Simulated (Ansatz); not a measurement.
**SiNH2Cl (SMILES N[Si]Cl): r2SCAN0/STO-3G**

What is the vertical ionisation energy of SiNH2Cl at r2SCAN0/STO-3G? 

The results are computed with Ansatz 0.2.0.

66 further runs of the same task are left out: 66 set aside as unsound or not needed.

## 1. The structure to begin with

SiNH2Cl has 5 atoms, charge 0, and is taken as a singlet. SMILES: `N[Si]Cl`. The shape is that of a PBE0-D4/def2-TZVP optimisation. This is one conformer, not always the lowest.

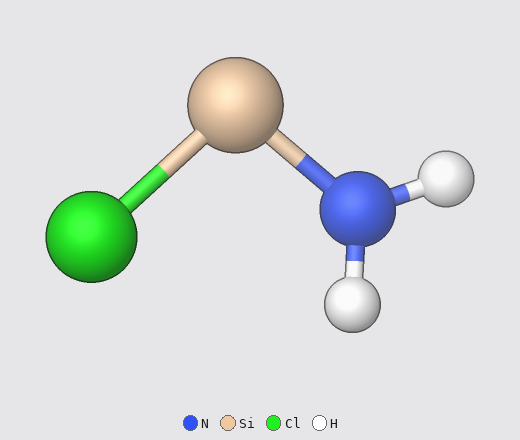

The structure, seen from a chosen angle (nitrogen blue, silicon light orange, chlorine green, hydrogen white).

## 2. The energy at r2SCAN0/STO-3G

Input file in.yaml:

```yaml
crystal:
  periodic: [false, false, false]
  atoms:
    - symbol: N
      position_ang: [-0.148200, 0.583400, -0.233900]
    - symbol: Si
      position_ang: [-0.116200, -0.341800, 1.192600]
    - symbol: Cl
      position_ang: [0.649000, -2.124500, 0.377300]
    - symbol: H
      position_ang: [-0.473300, 1.538600, -0.227400]
    - symbol: H
      position_ang: [0.138600, 0.270600, -1.150000]
basis:
  gaussian:
    orbitals: STO-3G
hamiltonian:
  xc: {name: r2SCAN0}
accuracy: high
```

Started as:

```bash
$ ansatz run in.yaml --threads 1 --pin off --max-ram 2610MiB --events-out events.jsonl --progress --plain --runs-dir runs
```

Standard output:

```text
Warning: RAYON_NUM_THREADS=1 ignored (pool sized by the plan → 1); use --threads N
Functional definition: r2SCAN0
  name "r2SCAN0"
  parameter a = 0.25
  parameter k0 = 0.174
  parameter k1 = 0.065
  parameter a1 = 4.9479
  exchange = (1 - a)*r2scan_x(k0 = k0, k1 = k1, a1 = a1) + a*exact_x
  correlation = r2scan_c
457 factors; integrals over basis functions are off by at most 1.2e-8 eV
mean field evaluation 1: about -21673.7370 eV, gradient 2.0e1 eV
mean field evaluation 2: about -21672.5387 eV, gradient 3.0e1 eV
mean field evaluation 4: about -21675.3195 eV, gradient 5.2e-1 eV
mean field evaluation 8: about -21675.3231 eV, gradient 1.0e-3 eV
mean field evaluation 16: about -21675.3231 eV, gradient 1.3e-8 eV
mean field -21675.32314067 eV, -796.5534333581 hartree, gradient 1.3e-8 eV, S^2 0.000000; 0 other end points of the search recorded, 0 dependent functions left out
reference -21675.32314097 eV, -796.5534333688 hartree; 20, 20 occupied and 5, 5 virtual orbitals, 457 factors
Total energy: -21675.32314097 eV, -796.5534333688 hartree
```

Run time: 3.3 s. Hardware: 1 thread of Arm Neoverse V1, shared host; peak memory 0.15 GiB.

## 3. The doublet cation

in.yaml, as its differences from that of step 2:

```diff
@@ -3,3 +3,3 @@
   atoms:
-    - symbol: N
+    - symbol: "N"
       position_ang: [-0.148200, 0.583400, -0.233900]
@@ -16,2 +16,6 @@
     orbitals: STO-3G
+total_charge: 1
+magnetization:
+  spin_polarized: true
+  initial_magnetization: 1
 hamiltonian:
```

Started as:

```bash
$ ansatz run in.yaml --threads 1 --pin off --max-ram 2610MiB --events-out events.jsonl --progress --plain --runs-dir runs
```

Standard output (excerpt; [...] marks lines left out):

```text
Warning: RAYON_NUM_THREADS=1 ignored (pool sized by the plan → 1); use --threads N
[... 8 set-up lines as earlier in the session ...]
457 factors; integrals over basis functions are off by at most 1.2e-8 eV
mean field evaluation 1: about -21661.6217 eV, gradient 2.6e1 eV
mean field evaluation 2: about -21639.6335 eV, gradient 6.0e1 eV
mean field evaluation 4: about -21667.8212 eV, gradient 3.0e0 eV
mean field evaluation 8: about -21667.9125 eV, gradient 4.6e-2 eV
mean field evaluation 16: about -21667.9127 eV, gradient 1.5e-4 eV
mean field -21667.91265479 eV, -796.2811030248 hartree, gradient 4.8e-8 eV, S^2 0.765811; 2 other end points of the search recorded, 0 dependent functions left out
reference -21667.91265539 eV, -796.2811030468 hartree; 20, 19 occupied and 5, 6 virtual orbitals, 457 factors
Total energy: -21667.91265539 eV, -796.2811030468 hartree
```

Run time: 9 s. Hardware: 1 thread of Arm Neoverse V1, shared host; peak memory 0.25 GiB.

## 4. Summary of results

Level: r2SCAN0/STO-3G.

| quantity | value |
| --- | --- |
| singlet SiNH2Cl: total energy | -796.55343 Eh |
| doublet cation: total energy | -796.28110 Eh |
| doublet cation: ⟨S²⟩ | 0.766 |
| vertical ionisation energy (to the doublet cation) | 7.410 eV |

In words: Removing an electron at fixed nuclei costs 7.41 eV (715 kJ/mol). In a minimal basis such a difference can be off by several eV, whatever the method.
